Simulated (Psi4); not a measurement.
**Single-point calculation, with input and output: B2H4F2**

The run: single-point calculation of B2H4F2, multiplicity 3, SMILES [BH2-]1[F+][BH2-][F+]1. Method and program: B2PLYP/cc-pVDZ, UKS (Psi4 1.11).

The geometry is that of the parent species in another charge or spin state. The geometry comes from this level: PBE0-D4/def2-TZVP.

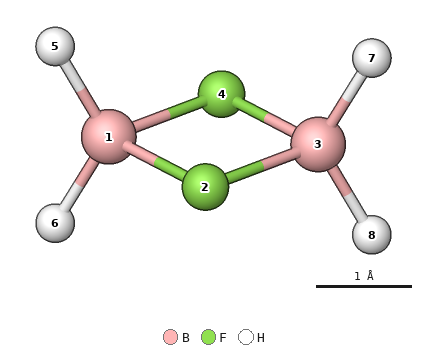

The structure as given in the input (ball-and-stick view, seen at a tilt; atoms are numbered from 1 in the order of the input).

## Input file (job.dat)
```
memory 1600 mb

molecule {
  0 3
  B     -0.488000     0.947300    -0.293800
  F      0.637300     0.536000     0.670600
  B      0.488000    -0.947200     0.293900
  F     -0.636800    -0.535900    -0.671100
  H     -0.036000     1.557300    -1.210300
  H     -1.440200     1.308400     0.322000
  H      1.440200    -1.309100    -0.321600
  H      0.035400    -1.556800     1.210300
  symmetry c1
}

set globals {
  basis                cc-pVDZ
  reference            uks
  puream               true
  scf_type             df
  num_frozen_docc      4
  dft_radial_points    35
  dft_spherical_points 110
  maxiter              100
}

energy_value = energy("b2plyp")
print_variables()
```

Machine: 1 thread of Intel Xeon (Sapphire Rapids), 16 GiB of memory available, shared host.

Launched with:
```bash
psi4 -i job.dat -o job.out -n 1
```

## Log
```
Psi4 1.11 release

   => Loading Basis Set <=

    Name: CC-PVDZ
    Role: ORBITAL
    Keyword: BASIS

         ---------------------------------------------------------
                                   SCF
                              UKS Reference
                        1 Threads,   1525 MiB Core
         ---------------------------------------------------------

  ==> Geometry <==

    Molecular point group: c1
    Full point group: C1

    Geometry (in Angstrom), charge = 0, multiplicity = 3:

       Center              X                  Y                   Z               Mass
    ------------   -----------------  -----------------  -----------------  -----------------
         B           -0.488138875292     0.947256294312    -0.293675167044    11.009305360000
         F            0.637161124708     0.535956294312     0.670724832956    18.998403162730
         B            0.487861124708    -0.947243705688     0.294024832956    11.009305360000
         F           -0.636938875292    -0.535943705688    -0.670975167044    18.998403162730
         H           -0.036138875292     1.557256294312    -1.210175167044     1.007825032230
         H           -1.440338875292     1.308356294312     0.322124832956     1.007825032230
         H            1.440061124708    -1.309143705688    -0.321475167044     1.007825032230
         H            0.035261124708    -1.556843705688     1.210424832956     1.007825032230

  Running in c1 symmetry.

  Rotational constants: A =      0.39585  B =      0.35230  C =      0.20658 [cm^-1]
  Rotational constants: A =  11867.35130  B =  10561.59759  C =   6193.02879 [MHz]
  Nuclear repulsion =  118.500675990828697

  Charge       = 0
  Multiplicity = 3
  Electrons    = 32
  Nalpha       = 17
  Nbeta        = 15

  ==> Algorithm <==

  SCF Algorithm Type is DF.
  DIIS enabled.
  MOM disabled.
  Fractional occupation disabled.
  Guess Type is SAD.
  Energy threshold   = 1.00e-06
  Density threshold  = 1.00e-06
  Integral threshold = 1.00e-12

  ==> Primary Basis <==

  Basis Set: CC-PVDZ
    Blend: CC-PVDZ
    Number of shells: 36
    Number of basis functions: 76
    Number of Cartesian functions: 80
    Spherical Harmonics?: true
    Max angular momentum: 2

  ==> DFT Potential <==

   => LibXC <=

    Version 7.1.2

   => Composite Functional: B2PLYP <=

    B2PLYP Double Hybrid Exchange-Correlation Functional

    Deriv               =              1
    GGA                 =           TRUE
    Meta                =          FALSE

    Exchange Hybrid     =           TRUE
    MP2 Hybrid          =           TRUE

   => Exchange Functionals <=

    0.4700     XC_GGA_X_B88

   => Exact (HF) Exchange <=

    0.5300               HF

   => Correlation Functionals <=

    0.7300     XC_GGA_C_LYP

   => MP2 Correlation <=

    0.2700       MP2

   => LibXC Density Thresholds  <==

    XC_GGA_C_LYP:  1.00E-14
    XC_GGA_X_B88:  1.00E-15

   => Molecular Quadrature <=

    Radial Scheme          =       TREUTLER
    Pruning Scheme         =           NONE
    Nuclear Scheme         =       TREUTLER

    Blocking Scheme        =         OCTREE
    BS radius alpha        =              1
    Pruning alpha          =              1
    Radial Points          =             35
    Spherical Points       =            110
    Total Points           =          29889
    Total Blocks           =            294
    Max Points             =            256
    Max Functions          =             76
    Weights Tolerance      =       1.00E-15

   => Loading Basis Set <=

    Name: (CC-PVDZ AUX)
    Role: JKFIT
    Keyword: DF_BASIS_SCF

  ==> Integral Setup <==

  DFHelper Memory: AOs need 0.018 GiB; user supplied 1.055 GiB.
  SCF_SUBTYPE=INCORE selected. In-core MEM_DF algorithm will be used.
  Using in-core AOs.

  ==> MemDFJK: Density-Fitted J/K Matrices <==

    J tasked:                   Yes
    K tasked:                   Yes
    wK tasked:                   No
    Memory [MiB]:              1080
    Algorithm:                 Core
    Schwarz Cutoff:           1E-12
    Mask sparsity (%):       0.0000
    Fitting Condition:        1E-10

   => Auxiliary Basis Set <=

  Basis Set: (CC-PVDZ AUX)
    Blend: CC-PVDZ-JKFIT
    Number of shells: 132
    Number of basis functions: 372
    Number of Cartesian functions: 424
    Spherical Harmonics?: true
    Max angular momentum: 3

  Cached 100.0% of DFT collocation blocks in 0.062 [GiB].

  Minimum eigenvalue in the overlap matrix is 6.8990613407E-03.
  Reciprocal condition number of the overlap matrix is 1.4258699004E-03.
    Using symmetric orthogonalization.

  ==> Pre-Iterations <==

  SCF Guess: Superposition of Atomic Densities via on-the-fly atomic UHF (no occupation information).

   -------------------------
    Irrep   Nso     Nmo
   -------------------------
     A         76      76
   -------------------------
    Total      76      76
   -------------------------

  ==> Iterations <==

                           Total Energy        Delta E     RMS |[F,P]|

   @DF-UKS iter SAD:  -250.71945339010230   -2.50719e+02   0.00000e+00
   @DF-UKS iter   1:  -251.11824975983907   -3.98796e-01   2.56732e-03 DIIS/ADIIS
   @DF-UKS iter   2:  -251.13899714073000   -2.07474e-02   1.32333e-03 DIIS/ADIIS
   @DF-UKS iter   3:  -251.14252696722727   -3.52983e-03   4.75525e-04 DIIS/ADIIS
   @DF-UKS iter   4:  -251.14299504571943   -4.68078e-04   1.40336e-04 DIIS/ADIIS
   @DF-UKS iter   5:  -251.14306222866722   -6.71829e-05   3.45772e-05 DIIS
   @DF-UKS iter   6:  -251.14306903191982   -6.80325e-06   1.01307e-05 DIIS
   @DF-UKS iter   7:  -251.14307004393504   -1.01202e-06   4.23872e-06 DIIS
   @DF-UKS iter   8:  -251.14307010217445   -5.82394e-08   3.16184e-06 DIIS
   @DF-UKS iter   9:  -251.14307015423634   -5.20619e-08   3.21614e-07 DIIS
  Energy and wave function converged.

  ==> Post-Iterations <==

   Electrons on quadrature grid:
      Nalpha   =   16.9983077710 ; deviation = -1.692e-03
      Nbeta    =   14.9990746767 ; deviation = -9.253e-04
      Ntotal   =   31.9973824477 ; deviation = -2.618e-03

   @Spin Contamination Metric:   7.625807552E-03
   @S^2 Expected:                2.000000000E+00
   @S^2 Observed:                2.007625808E+00
   @S   Expected:                1.000000000E+00
   @S   Observed:                1.000000000E+00

    Orbital Energies [Eh]
    ---------------------

    Alpha Occupied:

       1A    -25.465181     2A    -25.465169     3A     -7.202286
       4A     -7.202200     5A     -1.489257     6A     -1.432696
       7A     -0.752538     8A     -0.741522     9A     -0.672848
      10A     -0.671992    11A     -0.605676    12A     -0.581478
      13A     -0.578521    14A     -0.508567    15A     -0.475852
      16A     -0.438005    17A     -0.085847

    Alpha Virtual:

      18A      0.095840    19A      0.110565    20A      0.165039
      21A      0.185303    22A      0.194155    23A      0.232098
      24A      0.241679    25A      0.264268    26A      0.350320
      27A      0.367046    28A      0.374219    29A      0.379896
      30A      0.445657    31A      0.487156    32A      0.580627
      33A      0.607476    34A      0.680538    35A      0.680729
      36A      0.683367    37A      0.687216    38A      0.742410
      39A      0.785082    40A      0.998505    41A      1.103674
      42A      1.122808    43A      1.124251    44A      1.133332
      45A      1.232421    46A      1.282536    47A      1.345618
      48A      1.432425    49A      1.465803    50A      1.531685
      51A      1.546115    52A      1.637955    53A      1.664379
      54A      1.718008    55A      1.731291    56A      1.761652
      57A      1.846150    58A      1.926535    59A      1.979538
      60A      2.122922    61A      2.231672    62A      2.296139
      63A      2.415116    64A      2.430741    65A      2.436557
      66A      2.679119    67A      3.640548    68A      3.735836
      69A      3.804877    70A      3.805122    71A      3.853775
      72A      3.861715    73A      3.892579    74A      3.955394
      75A      3.995863    76A      4.016585

    Beta Occupied:

       1A    -25.456963     2A    -25.456944     3A     -7.196390
       4A     -7.196347     5A     -1.469451     6A     -1.410449
       7A     -0.731386     8A     -0.730986     9A     -0.659202
      10A     -0.626650    11A     -0.571671    12A     -0.549410
      13A     -0.514910    14A     -0.466728    15A     -0.384747

    Beta Virtual:

      16A     -0.247532    17A      0.077331    18A      0.119109
      19A      0.148543    20A      0.174304    21A      0.203873
      22A      0.206720    23A      0.250646    24A      0.255812
      25A      0.277991    26A      0.370558    27A      0.379954
      28A      0.405074    29A      0.418618    30A      0.457727
      31A      0.508989    32A      0.606257    33A      0.624096
      34A      0.705322    35A      0.705412    36A      0.707493
      37A      0.722725    38A      0.788912    39A      0.799297
      40A      1.024981    41A      1.121181    42A      1.137198
      43A      1.140863    44A      1.162427    45A      1.260777
      46A      1.309279    47A      1.370436    48A      1.456088
      49A      1.482193    50A      1.542059    51A      1.561906
      52A      1.658391    53A      1.692714    54A      1.727354
      55A      1.753181    56A      1.786531    57A      1.866885
      58A      1.946696    59A      2.003022    60A      2.141865
      61A      2.251536    62A      2.321592    63A      2.440090
      64A      2.440710    65A      2.458586    66A      2.693345
      67A      3.644458    68A      3.753454    69A      3.818535
      70A      3.826089    71A      3.869544    72A      3.876866
      73A      3.909993    74A      3.957739    75A      4.000173
      76A      4.026002

    Final Occupation by Irrep:
              A
    DOCC [    15 ]
    SOCC [     2 ]
    NA   [    17 ]
    NB   [    15 ]

  @DF-UKS Final Energy:  -251.14307015423634

   => Energetics <=

    Nuclear Repulsion Energy =            118.5006759908286966
    One-Electron Energy =                -581.0136790078640843
    Two-Electron Energy =                 225.9488267799009975
    DFT Exchange-Correlation Energy =     -14.5788939171019543
    Empirical Dispersion Energy =           0.0000000000000000
    VV10 Nonlocal Energy =                  0.0000000000000000
    Total Energy =                       -251.1430701542363408

  UHF NO Occupations:
  HONO-2 :   15  A 1.9989385
  HONO-1 :   16  A 1.0000000
  HONO-0 :   17  A 1.0000000
  LUNO+0 :   18  A 0.0010615
  LUNO+1 :   19  A 0.0007049
  LUNO+2 :   20  A 0.0005694
  LUNO+3 :   21  A 0.0005569

Computation Completed

Properties will be evaluated at   0.000000,   0.000000,   0.000000 [a0]

Properties computed using the SCF density matrix

 Multipole Moments:

 ------------------------------------------------------------------------------------
     Multipole            Electronic (a.u.)      Nuclear  (a.u.)        Total (a.u.)
 ------------------------------------------------------------------------------------

 L = 1.  Multiply by 2.5417464519 to convert [e a0] to [Debye]
 Dipole X            :          0.0011627           -0.0010280            0.0001347
 Dipole Y            :         -0.0001367           -0.0003753           -0.0005120
 Dipole Z            :         -0.0005349            0.0007458            0.0002109
 Magnitude           :                                                    0.0005699

 ------------------------------------------------------------------------------------

	total time  =          2 seconds =       0.03 minutes

   => Loading Basis Set <=

    Name: (CC-PVDZ AUX)
    Role: RIFIT
    Keyword: DF_BASIS_MP2

	 --------------------------------------------------------
	                          DF-MP2
	      2nd-Order Density-Fitted Moller-Plesset Theory
	              UMP2 Wavefunction,   1 Threads

	 --------------------------------------------------------

	 --------------------------------------------------------
	                 NBF =    76, NAUX =   280
	 --------------------------------------------------------
	   CLASS    FOCC     OCC    AOCC    AVIR     VIR    FVIR
	   ALPHA       4      17      13      59      59       0
	    BETA       4      15      11      61      61       0
	 --------------------------------------------------------

	-----------------------------------------------------------
	 ==================> DF-MP2 Energies <====================
	-----------------------------------------------------------
	 Reference Energy          =    -251.1430701542363408 [Eh]
	 Singles Energy            =      -0.0000000000000000 [Eh]
	 Same-Spin Energy          =      -0.2047291404841133 [Eh]
	 Opposite-Spin Energy      =      -0.5718562351357044 [Eh]
	 Correlation Energy        =      -0.7765853756198177 [Eh]
	 Total Energy              =    -251.9196555298561577 [Eh]
	-----------------------------------------------------------
	 ================> DF-SCS-MP2 Energies <==================
	-----------------------------------------------------------
	 SCS Same-Spin Scale       =       0.3333333333333333 [-]
	 SCS Opposite-Spin Scale   =       1.2000000000000000 [-]
	 SCS Same-Spin Energy      =      -0.0682430468280378 [Eh]
	 SCS Opposite-Spin Energy  =      -0.6862274821628452 [Eh]
	 SCS Correlation Energy    =      -0.7544705289908830 [Eh]
	 SCS Total Energy          =    -251.8975406832272199 [Eh]
	-----------------------------------------------------------

    B2PLYP Energy Summary
    ---------------------
    DFT Reference Energy                  =  -251.1430701542363408
    Scaled MP2 Correlation                =    -0.2096780514173508
    @Final double-hybrid DFT total energy =  -251.3527482056536826

	total time  =          0 seconds =       0.00 minutes

  Variable Map:
  ----------------------------------------------------------------------------
  "B2PLYP DOUBLE-HYBRID CORRECTION ENERGY" =>      -0.209678051417
  "B2PLYP TOTAL ENERGY"                    =>    -251.352748205654
  "CURRENT ENERGY"                         =>    -251.352748205654
  "CURRENT REFERENCE ENERGY"               =>    -251.143070154236
  "DD SOLVATION ENERGY"                    =>       0.000000000000
  "DFT FUNCTIONAL TOTAL ENERGY"            =>    -251.143070154236
  "DFT TOTAL ENERGY"                       =>    -251.352748205654
  "DFT VV10 ENERGY"                        =>       0.000000000000
  "DFT XC ENERGY"                          =>     -14.578893917102
  "DOUBLE-HYBRID CORRECTION ENERGY"        =>      -0.209678051417
  "GRID ELECTRONS ALPHA"                   =>      16.998307770999
  "GRID ELECTRONS BETA"                    =>      14.999074676748
  "GRID ELECTRONS TOTAL"                   =>      31.997382447747
  "NUCLEAR REPULSION ENERGY"               =>     118.500675990829
  "ONE-ELECTRON ENERGY"                    =>    -581.013679007864
  "PCM POLARIZATION ENERGY"                =>       0.000000000000
  "PE ENERGY"                              =>       0.000000000000
  "SCF ITERATION ENERGY"                   =>    -251.143070154236
  "SCF ITERATIONS"                         =>       9.000000000000
  "SCF TOTAL ENERGY"                       =>    -251.143070154236
  "TWO-ELECTRON ENERGY"                    =>     225.948826779901
  "XC GRID RADIAL POINTS"                  =>      35.000000000000
  "XC GRID SPHERICAL POINTS"               =>     110.000000000000
  "XC GRID TOTAL POINTS"                   =>   29889.000000000000

  Array Variable Map:
  ----------------------------------------------------------------------------
  "CURRENT DIPOLE"                         =>       0.000134658027 ... 0.000210922397 1 by 3
  "SCF DIPOLE"                             =>       0.000134658027 ... 0.000210922397 1 by 3
  "SCF TOTAL ENERGIES"                     =>    -250.719453390102 ... -251.143070154236 1 by 10

    Psi4 run time: 0:00:02.01
```

## Results in brief

- outcome: converged
- total energy: −251.352748 hartree
- SCF energy: −251.143070 hartree
- basis functions: 76
- ⟨S²⟩: 2.008
- wall time: 3 s
- peak memory: 0.29 GiB
